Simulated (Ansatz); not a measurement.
**Phonon calculation, with input and output: CH3ClIIn**

CH3ClIIn, computed with RKS PBE0-D4/def2-TZVP (Ansatz 0.2.0).

The geometry comes from this level: PBE0-D4/def2-TZVP. Figures and captions count atoms from 1; the log counts them from 0 in places.

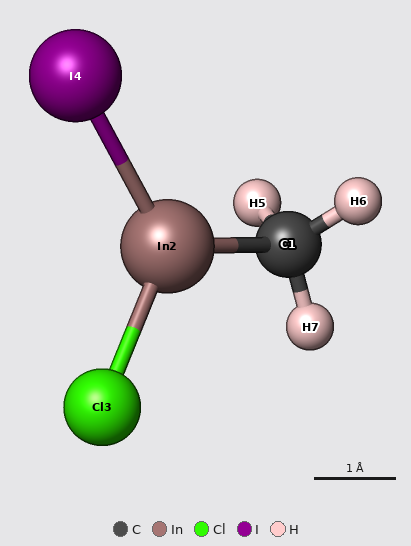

Fig. 1: The input geometry (ball-and-stick view, seen at a tilt; atoms are numbered from 1 in the order of the input). Sticks mark near contacts. Bond lengths as drawn: Cl–In 2.33 Å, C–H 1.09 Å, C–In 2.13 Å and I–In 2.65 Å.

Input:
```yaml
crystal:
  periodic: [false, false, false]
  atoms:
    - {symbol: C, position_ang: [-0.310726, 1.034291, 0.416142]}
    - {symbol: In, position_ang: [0.305078, -0.858281, -0.346223]}
    - {symbol: Cl, position_ang: [2.560956, -1.390139, -0.590229]}
    - {symbol: I, position_ang: [-1.296106, -2.828549, -1.107587]}
    - {symbol: H, position_ang: [-0.932088, 1.529920, -0.329332]}
    - {symbol: H, position_ang: [-0.896164, 0.876267, 1.321584]}
    - {symbol: H, position_ang: [0.569059, 1.636491, 0.635644]}
basis:
  gaussian: {orbitals: def2-TZVP}
hamiltonian: {xc: pbe0, dispersion: d4}
phonons: {temperatures: {t_min: 298.15, t_max: 900, t_step: 200}}
```

Run on 4 threads of Arm Neoverse V1, 23 GiB of memory available, shared host.

Launched with:
```bash
ansatz run in.yaml --threads 4 --pin off --events-out ev --progress --plain --max-ram 10444MiB
```

What the program printed:
```
Functional definition: PBE0
  name "PBE0"
  cite "Adamo & Barone, J. Chem. Phys. 110, 6158 (1999) doi:10.1063/1.478522"
  cite "Perdew, Burke & Ernzerhof, Phys. Rev. Lett. 77, 3865 (1996) doi:10.1103/PhysRevLett.77.3865"
  parent pbe
  parameter a = 0.25
  parameter kappa = 0.804
  parameter beta = 0.06672455060314922
  exchange = (1 - a)*pbe_x(kappa = kappa, mu = beta*pi^2/3) + a*exact_x
  correlation = pbe_c(beta = beta)
1479 factors; their error is unknown
mean field evaluation 1: about -26875.0943 eV, gradient 5.5e1 eV
mean field evaluation 2: about -26868.8398 eV, gradient 6.8e1 eV
mean field evaluation 4: about -26882.0373 eV, gradient 3.7e0 eV
mean field evaluation 8: about -26882.4156 eV, gradient 7.7e-1 eV
mean field evaluation 16: about -26882.4160 eV, gradient 9.2e-5 eV
mean field -26882.41604722 eV, -987.9105681792 hartree, gradient 1.2e-5 eV, S^2 0.000000; 0 other end points of the search recorded, 0 dependent functions left out
the calculation of the forces begins
reference -26882.41608311 eV, -987.9105694981 hartree; 36, 36 occupied and 150, 150 virtual orbitals, 1479 factors
these checks for a lower state are left out or cut short: stability, starts, cluster_reference, orbital_swaps, neighbouring_geometries, increment
1479 factors; their error is unknown
mean field -26882.41588313 eV, -987.9105621490 hartree, gradient 2.4e-6 eV, S^2 0.000000; 0 other end points of the search recorded, 0 dependent functions left out
[... from here on the field's lines of each further geometry are left out, up to the last ...]
the calculation of the forces begins
reference -26882.41606875 eV, -987.9105689706 hartree; 36, 36 occupied and 150, 150 virtual orbitals, 1479 factors
these checks for a lower state are left out or cut short: stability, starts, cluster_reference, orbital_swaps, neighbouring_geometries, increment
1479 factors; their error is unknown
mean field -26882.41602816 eV, -987.9105674789 hartree, gradient 2.4e-6 eV, S^2 0.000000; 0 other end points of the search recorded, 0 dependent functions left out
the calculation of the forces begins
reference -26882.41606405 eV, -987.9105687977 hartree; 36, 36 occupied and 150, 150 virtual orbitals, 1479 factors
Total energy: -26882.57045265 eV, -987.9162424740 hartree
Atom 0 at    -0.310726     1.034291     0.416142 Å, force    -0.000137     0.000156     0.000069 eV/Å
Atom 1 at     0.305078    -0.858281    -0.346223 Å, force    -0.000145     0.000131     0.000049 eV/Å
Atom 2 at     2.560956    -1.390139    -0.590229 Å, force     0.000163     0.000017     0.000007 eV/Å
Atom 3 at    -1.296106    -2.828549    -1.107587 Å, force    -0.000076    -0.000078    -0.000028 eV/Å
Atom 4 at    -0.932088     1.529920    -0.329332 Å, force     0.000175    -0.000149     0.000243 eV/Å
Atom 5 at    -0.896164     0.876267     1.321584 Å, force     0.000171     0.000058    -0.000291 eV/Å
Atom 6 at     0.569059     1.636491     0.635644 Å, force    -0.000149    -0.000135    -0.000050 eV/Å
Dipole moment:    -0.332345     0.544391     0.221522 e Å
Vibrations: 5.63 73.32 94.71 99.00 201.18 356.58 520.84 722.17 748.77 1191.01 1444.77 1445.07 3074.02 3173.08 3186.77 cm⁻¹, zero-point energy 1.012759 eV
```

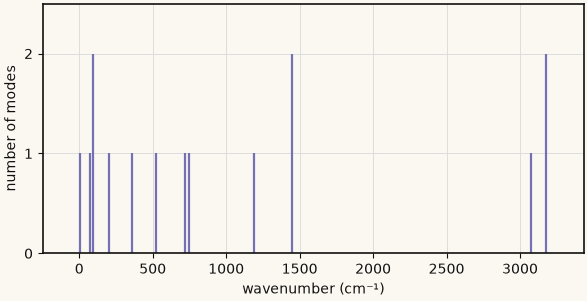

Fig. 2: Harmonic vibrational wavenumbers from the force constants; neighbouring modes closer than 14 cm⁻¹ are counted in one stick. 15 modes from 6 to 3187 cm⁻¹, none imaginary.

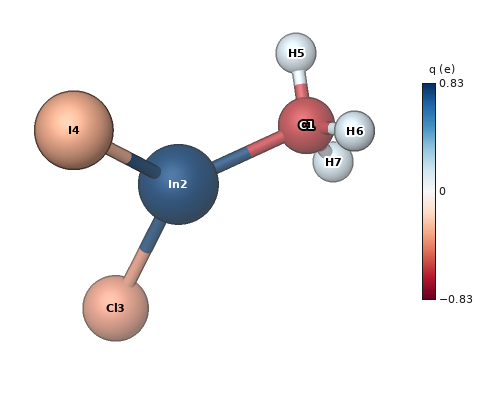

Fig. 3: Mulliken charges, as the colour of each atom (ball-and-stick view, seen at a tilt; atoms are numbered from 1 in the order of the input). By element: C −0.60, In +0.79, Cl −0.39, I −0.30 and H +0.16 to +0.17 e.

Summary:

- outcome: converged
- total energy: −26882.5705 eV
- mean-field energy: −26882.4161 eV
- dispersion energy: −0.1544 eV
- largest force (length of the vector): under 0.001 eV/Å
- dipole moment: 3.24 D
- wall time: 1.9 min (CPU time 7.1 min)
- peak memory: 0.54 GiB
